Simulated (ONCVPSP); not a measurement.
**Run report: V, pseudopotential generation**

System: vanadium (V, Z = 23), core [Ne], reference valence 3s2 3p6 3d3 4s2, valence charge 13.
Method: ONCV potential, PBE, scalar-relativistic, made with ONCVPSP 4.0.1.

**Input file**
```
# ATOM AND REFERENCE CONFIGURATION
# atsym  z   nc   nv     iexc    psfile
  V 23.00    3    4        4      upf
#
#   n    l    f
    1    0    2.00
    2    0    2.00
    2    1    6.00
    3    0    2.00
    3    1    6.00
    3    2    3.00
    4    0    2.00
#
# PSEUDOPOTENTIAL AND OPTIMIZATION
# lmax
    2
#
#   l,   rc,      ep,       ncon, nbas, qcut
    0    1.85    0.00    3    7    6.60
    1    1.45    0.00    4    8   11.40
    2    1.70    0.00    4    8   10.20
#
# LOCAL POTENTIAL
# lloc, lpopt,  rc(5),   dvloc0
    4    5    1.30    4.00
#
# VANDERBILT-KLEINMAN-BYLANDER PROJECTORs
# l, nproj, debl
    0    2    2.50
    1    2    1.40
    2    2    2.30
#
# MODEL CORE CHARGE
# icmod, fcfact, rcfact
    0    0.00    0.00
#
# LOG DERIVATIVE ANALYSIS
# epsh1, epsh2, depsh
   -4.00    5.00    0.02
#
# OUTPUT GRID
# rlmax, drl
    6.00    0.01
#
# TEST CONFIGURATIONS
# ncnf
    4
# nvcnf
#   n    l    f
    4
    3    0    2.00
    3    1    6.00
    3    2    3.00
    4    0    1.00
#
    4
    3    0    2.00
    3    1    6.00
    3    2    3.00
    4    0    0.00
#
    4
    3    0    2.00
    3    1    6.00
    3    2    2.00
    4    0    0.00
#
    5
    3    0    2.00
    3    1    6.00
    3    2    2.00
    4    0    2.00
    4    1    1.00
#
```

Hardware: 1 CPU thread, shared host.

Command:
```bash
oncvpsp.x < V.dat > V.out
```

**The program's output (extracts)**
```
ONCVPSP  (Optimized Norm-Conservinng Vanderbilt PSeudopotential)
scalar-relativistic version 4.0.1

#   n    l    f        energy (Ha)
    1    0    2.00    -1.9714807E+02
    2    0    2.00    -2.2146619E+01
    2    1    6.00    -1.8490726E+01
    3    0    2.00    -2.5811052E+00
    3    1    6.00    -1.6184864E+00
    3    2    3.00    -1.8979533E-01
    4    0    2.00    -1.7280409E-01

Reference configufation results
  iterations    26
  all-electron total energy (Ha)   -9.49005210D+02

Begin loop to  construct optimized pseudo wave functions
and semi-local pseudopoentials for all angular momenta

Calculating optimized projector #   1

 for l=   0

    Fraction of norm inside rc  0.981060
    Optimizing pswf for qcut=   6.60 a_B^-1,  ecut=  21.75 Ha
    Residual kinetic energy error=  2.09D-07 Ha

    Energy error per electron        Cutoff
         Ha          eV             Ha
         0.01000     0.27211        6.74
         0.00100     0.02721        8.87
         0.00010     0.00272       10.76
         0.00001     0.00027       14.35

Calculating optimized projector #   2

 for l=   0

    Fraction of norm inside rc  0.082991
    Optimizing pswf for qcut=   6.60 a_B^-1,  ecut=  21.75 Ha
    Residual kinetic energy error=  6.08D-07 Ha

    Energy error per electron        Cutoff
         Ha          eV             Ha
         0.01000     0.27211        4.82
         0.00100     0.02721        7.00
         0.00010     0.00272       12.79
         0.00001     0.00027       17.87

WARNING wellstate: negative energy specified for n= 4 l=  1
WARNING scattering state with energy  0.25000000
WARNING will be used for the first projector

   Wellstate for l =  1  n =  4
     eigenvalue =   0.2500
     asymptotic potential =   0.7500
     half-point radius =  3.4425

Calculating optimized projector #   1

 for l=   1

    Fraction of norm inside rc  0.858942
    Optimizing pswf for qcut=  11.40 a_B^-1,  ecut=  65.01 Ha
    Residual kinetic energy error=  7.50D-09 Ha

    Energy error per electron        Cutoff
         Ha          eV             Ha
         0.01000     0.27211       18.07
         0.00100     0.02721       23.76
         0.00010     0.00272       28.64
         0.00001     0.00027       32.74

Calculating optimized projector #   2

 for l=   1

    Fraction of norm inside rc  0.069238
    Optimizing pswf for qcut=  11.40 a_B^-1,  ecut=  65.01 Ha
    Residual kinetic energy error=  1.50D-09 Ha

    Energy error per electron        Cutoff
         Ha          eV             Ha
         0.01000     0.27211       14.44
         0.00100     0.02721       20.23
         0.00010     0.00272       25.28
         0.00001     0.00027       29.61

   Wellstate for l =  2  n =  5
     eigenvalue =   2.1102
     asymptotic potential =   2.6102
     half-point radius =  3.5365

Calculating optimized projector #   1

 for l=   2

    Fraction of norm inside rc  0.710843
    Optimizing pswf for qcut=  10.19 a_B^-1,  ecut=  51.95 Ha
    Residual kinetic energy error=  1.28D-07 Ha

    Energy error per electron        Cutoff
         Ha          eV             Ha
         0.01000     0.27211       29.13
         0.00100     0.02721       35.66
         0.00010     0.00272       41.06
         0.00001     0.00027       45.15

Calculating optimized projector #   2

 for l=   2

    Fraction of norm inside rc  0.138773
    Optimizing pswf for qcut=  10.19 a_B^-1,  ecut=  51.95 Ha
    Residual kinetic energy error=  1.44D-06 Ha

    Energy error per electron        Cutoff
         Ha          eV             Ha
         0.01000     0.27211       31.23
         0.00100     0.02721       38.45
         0.00010     0.00272       44.14
         0.00001     0.00027       48.34

Construct Vanderbilt / Kleinmman-Bylander projectors

B matrix Hermiticity error, ll=   0
   1   2    1.6683E-04

  Orthonormal projector coefficients  1.7188E+00 -8.3223E-01

B matrix Hermiticity error, ll=   1
   1   2    1.6889E-04

  Orthonormal projector coefficients -3.1176E+00 -6.1480E-01

B matrix Hermiticity error, ll=   2
   1   2   -1.4251E-04

  Orthonormal projector coefficients -9.0419E+00 -2.6314E+00

Pseudoatom total energy  -71.542086

Diagnostic tests using Vanderbilt-Kleinman-Bylander pseudopotentials
  1 or more projectors used as specified by nproj input data

   l    rcore       rmatch      e in        delta e   norm test  slope test

   0   1.8544263   1.9107307  -2.5811052   0.0000030   1.0001659   1.0001483
   0   1.8544263   1.9107307  -0.1728041   0.0000032   1.0000262   1.0000013

   1   1.4510834   1.4951414  -1.6184864  -0.0000087   1.0001200   1.0001300
   1   1.4510834   1.4951414   0.2500000   0.0000051   1.0002214   1.0002214

   2   1.7054455   1.7572265  -0.1897953  -0.0000010   1.0000538   1.0000585
   2   1.7054455   1.7572265   2.1102047   0.0000397   1.0001150   1.0001150

 Testing for bound ghosts
   n   l    E NL Schr. Eq   E Basis Diag.   E Cutoff

   1   0       -2.581102       -2.581091     55.53
   2   0       -0.172801       -0.135587     55.53

   2   1       -1.618495       -1.618439    144.07

   3   2       -0.189796       -0.186228    118.42

 Testing for highly-localized positive-energy ghosts
       l    <radius>/rc     E Basis Diag.   E Cutoff

Test configuration 0

   n   l     f        eae           eps        diff
   1   0  2.0000 -197.14807409
   2   0  2.0000  -22.14661950
   2   1  6.0000  -18.49072643
   3   0  2.0000   -2.58110520   -2.58110219    3.02D-06
   3   1  6.0000   -1.61848644   -1.61849517   -8.73D-06
   3   2  3.0000   -0.18979533   -0.18979632   -9.90D-07
   4   0  2.0000   -0.17280409   -0.17280091    3.18D-06

    Total energies and differences
      AE_ref= -9.49005210D+02  AE_tst= -9.49005210D+02  dif=  0.00D+00
      PS_ref= -7.15420859D+01  PS_tst= -7.15420859D+01  dif= -1.14D-13
      PSP excitation error=  1.14D-13

Test configuration 1

   n   l     f        eae           eps        diff
   1   0  2.0000 -197.43076835
   2   0  2.0000  -22.42319692
   2   1  6.0000  -18.76782757
   3   0  2.0000   -2.86038284   -2.86082029   -4.37D-04
   3   1  6.0000   -1.89813177   -1.89845628   -3.25D-04
   3   2  3.0000   -0.46424935   -0.46451949   -2.70D-04
   4   0  1.0000   -0.40059060   -0.40055051    4.01D-05

    Total energies and differences
      AE_ref= -9.49005210D+02  AE_tst= -9.48720952D+02  dif=  2.84D-01
      PS_ref= -7.15420859D+01  PS_tst= -7.12578261D+01  dif=  2.84D-01
      PSP excitation error= -2.65D-06

Test configuration 2

   n   l     f        eae           eps        diff
   1   0  2.0000 -197.76674271
   2   0  2.0000  -22.75059963
   2   1  6.0000  -19.09595418
   3   0  2.0000   -3.18898994   -3.19035391   -1.36D-03
   3   1  6.0000   -2.22640120   -2.22735038   -9.49D-04
   3   2  3.0000   -0.78337509   -0.78411231   -7.37D-04

    Total energies and differences
      AE_ref= -9.49005210D+02  AE_tst= -9.48195594D+02  dif=  8.10D-01
      PS_ref= -7.15420859D+01  PS_tst= -7.07324788D+01  dif=  8.10D-01
      PSP excitation error=  8.76D-06

Test configuration 3

   n   l     f        eae           eps        diff
   1   0  2.0000 -198.41992404
   2   0  2.0000  -23.43183050
   2   1  6.0000  -19.77479297
   3   0  2.0000   -3.81433292   -3.81616570   -1.83D-03
   3   1  6.0000   -2.84044788   -2.83921593    1.23D-03
   3   2  2.0000   -1.35808365   -1.35412191    3.96D-03

    Total energies and differences
      AE_ref= -9.49005210D+02  AE_tst= -9.47133633D+02  dif=  1.87D+00
      PS_ref= -7.15420859D+01  PS_tst= -6.96715194D+01  dif=  1.87D+00
      PSP excitation error=  1.01D-03

Test configuration 4

   n   l     f        eae           eps        diff
   1   0  2.0000 -197.39893525
   2   0  2.0000  -22.42863982
   2   1  6.0000  -18.76991023
   3   0  2.0000   -2.82469437   -2.82367040    1.02D-03
   3   1  6.0000   -1.85340331   -1.85110846    2.29D-03
   3   2  2.0000   -0.39028260   -0.38649270    3.79D-03
   4   0  2.0000   -0.24109001   -0.24119163   -1.02D-04
   4   1  1.0000   -0.09536602   -0.09535749    8.52D-06

    Total energies and differences
      AE_ref= -9.49005210D+02  AE_tst= -9.48792879D+02  dif=  2.12D-01
      PS_ref= -7.15420859D+01  PS_tst= -7.13312361D+01  dif=  2.11D-01
      PSP excitation error=  1.48D-03
```

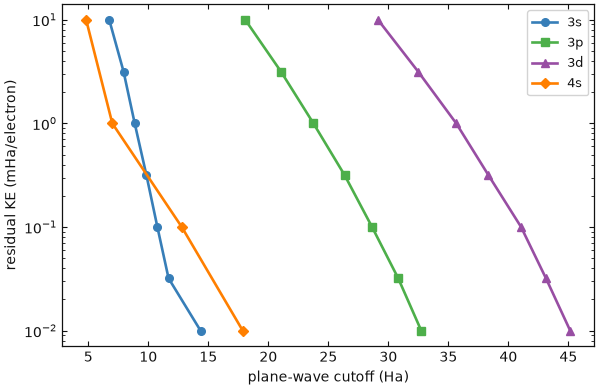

Residual kinetic energy of the pseudo-waves (the first of each channel, and further valence shells) beyond the plane-wave cutoff, as the generator prints it.

- Hardest wave at 1 mHa per electron: 3d, with rc = 1.70 bohr and qcut = 10.2 1/bohr. The optimisation minimises, but can't always remove, the kinetic energy above qcut²/2 = 52.0 Ha, and a larger rc would as a rule soften the wave at some cost in transferability.
- Cutoffs for 1 mHa per electron: 3d: 36 Ha; 3p: 24 Ha; 3s: 8.9 Ha; 4s: 7.0 Ha.
- Cutoffs for the occupied states: 36 Ha for 1 mHa and 41 Ha for 0.1 mHa per electron. The first is set by 3d.

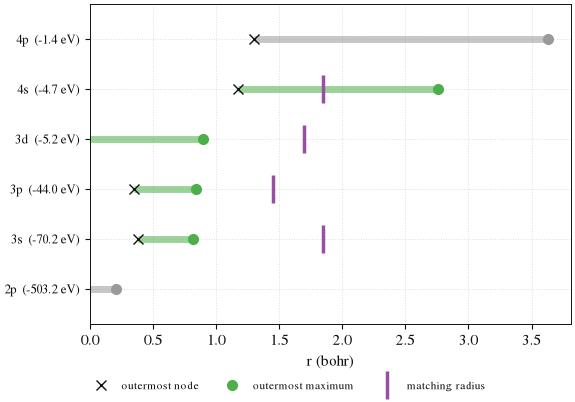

Outer shells of the all-electron reference atom: each bar runs from the outermost node (or the nucleus) to the outermost maximum of u(r); the tick is the radius chosen for the pseudo-wave. Shells without a tick have no pseudo-wave of their own. Levels, nodes and maxima are from ld1.x, scalar-relativistic.

- Radii against the shells: 3s: 1.85 bohr, outside the maximum; 3p: 1.45 bohr, outside the maximum; 3d: 1.70 bohr, outside the maximum; 4s: 1.85 bohr, between node and maximum.

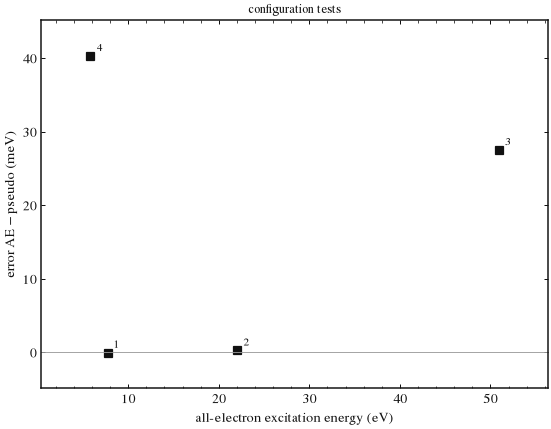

Errors, all-electron minus pseudo, of the energies of valence configurations relative to the unpolarised reference 3s2 3p6 3d3 4s2. Points: 1 = 3s2 3p6 3d3 4s1; 2 = 3s2 3p6 3d3 4s0; 3 = 3s2 3p6 3d2 4s0; 4 = 3s2 3p6 3d2 4s2 4p1.

- Worst configuration: 3s2 3p6 3d2 4s2 4p1 (neutral): the error is +40 meV on an all-electron energy of +5.78 eV relative to the reference, or 0.7 %.
- Errors in meV: 3s2 3p6 3d3 4s1: -0.1; 3s2 3p6 3d3 4s0: +0.2; 3s2 3p6 3d2 4s0: +27; 3s2 3p6 3d2 4s2 4p1: +40.
- Configurations within 10 meV and within 50 meV: 2 and 4 of 4.

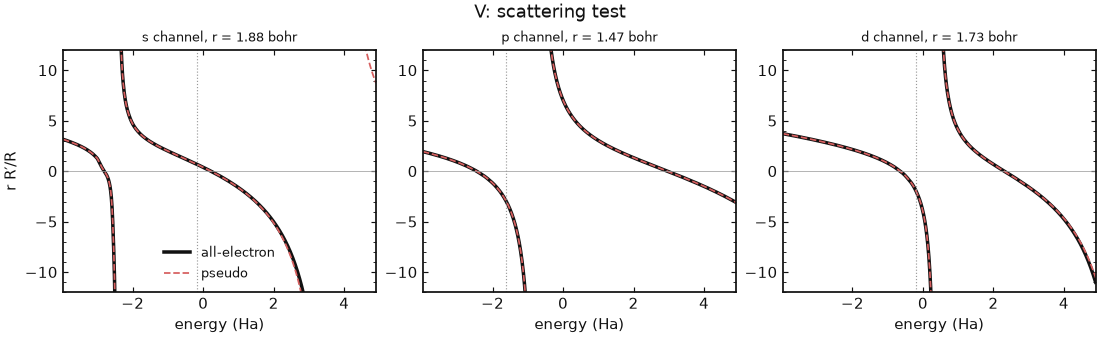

Logarithmic derivatives r R′/R at the test radius against energy, all-electron atom (solid) and pseudo-atom (dashed). Here R(r) is the radial function. The dotted line marks the reference energy of the channel. Not drawn: f: not judged.

- Ghost states: the plot shows none: pseudo and all-electron curves have the same branches in all channels drawn. The separate test gives: no bound ghost flagged; no localised positive-energy state flagged.
- Poles, where the radial function vanishes at the test radius: s: all-electron at -2.4 and 3.8 Ha, pseudo at -2.4 and 3.7 Ha; p: all-electron at -0.8 Ha, pseudo at -0.8 Ha; d: all-electron at 0.4 Ha, pseudo at 0.4 Ha.
- Zeros of the logarithmic derivative: s: all-electron -2.8 and 0.2 Ha, pseudo -2.8 and 0.2 Ha; p: all-electron -2.4 and 3.0 Ha, pseudo -2.4 and 3.0 Ha; d: all-electron -0.6 and 2.3 Ha, pseudo -0.6 and 2.3 Ha.

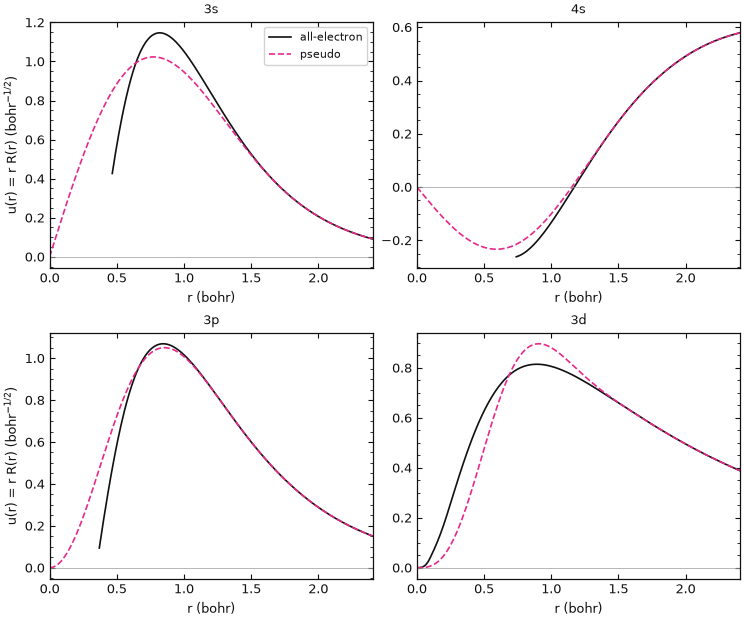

Pseudo-waves (dashed) against the all-electron radial functions (solid). The innermost oscillations of some all-electron curves aren't drawn. Reference configuration 3s2 3p6 3d3 4s2.

- Matching radii: 3s at 1.85 bohr; 4s at 1.85 bohr; 3p at 1.45 bohr; 3d at 1.70 bohr. The curves merge smoothly, so the plot gives these only roughly.
- Nodes of the pseudo-waves: 3s has no node; 4s has a node at about 1.2 bohr; 3p has no node; 3d has no node. A node in 4s is expected, since a lower shell of the same l is also in the valence and the two must stay orthogonal.

**Summary**

- outcome: generated
- cutoffs needed: 36 Ha and 41 Ha (the cutoffs at which the residual kinetic energy of the hardest occupied pseudo-wave falls to 1 and 0.1 mHa per electron)
- ghost test: no bound ghost flagged; no localised positive-energy state flagged
- largest excitation error: +40 meV (all-electron minus pseudo) for 3s2 3p6 3d2 4s2 4p1, out of 4 test configurations
- range over which the phases arctan(r R′/R) at the test radius agree within 0.05 rad (a looser test near the poles than one of phase shifts): s: over the whole range computed; p: over the whole range computed; d: over the whole range computed; f: not judged, local potential alone
- wall time: 4 s

**Remarks**

Warnings of the program, in the generation or the tests: wellstate: negative energy specified for n= 4 l= 1.
